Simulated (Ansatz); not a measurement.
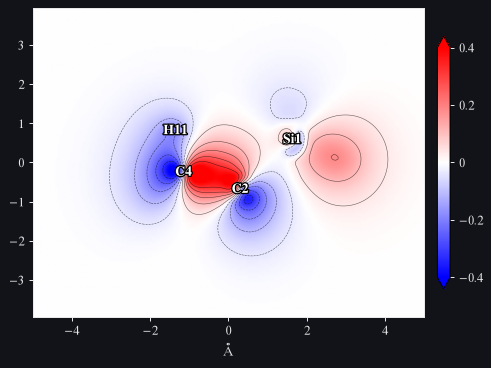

Figure. C3H8Si. The HOMO−1 on the plane of atoms C2, C4 and H11 (values in Å⁻³ᐟ²; the overall sign is arbitrary).

Geometry: PBE0-D4/def2-TZVP.

Computed with RKS PBE0-D4/def2-TZVPP (Ansatz).

```yaml
atoms:
  - { symbol: Si, position_ang: [-0.9802, 1.2243, -0.5397] }
  - { symbol: C, position_ang: [-0.3716, -0.2433, 0.4132] }
  - { symbol: C, position_ang: [1.0866, -0.3447, 0.7862] }
  - { symbol: C, position_ang: [0.5290, -1.2523, -0.2551] }
  - { symbol: H, position_ang: [-2.2031, 0.8984, -1.3237] }
  - { symbol: H, position_ang: [-1.2982, 2.3670, 0.3600] }
  - { symbol: H, position_ang: [0.0932, 1.6448, -1.4834] }
  - { symbol: H, position_ang: [-1.0619, -0.6564, 1.1430] }
  - { symbol: H, position_ang: [1.7536, 0.4482, 0.4671] }
  - { symbol: H, position_ang: [1.3278, -0.7649, 1.7548] }
  - { symbol: H, position_ang: [0.8143, -1.0805, -1.2868] }
  - { symbol: H, position_ang: [0.3874, -2.2956, -0.0014] }
```

> Where does this orbital lie, and at what energy?

By Hirshfeld shares it lies mainly on C2 (about 30 %), C3 (about 15 %), C4 (about 15 %), Si1 (about 10 %), H5 (about 10 %) and H6 (about 10 %). Its energy is −8.37 eV.
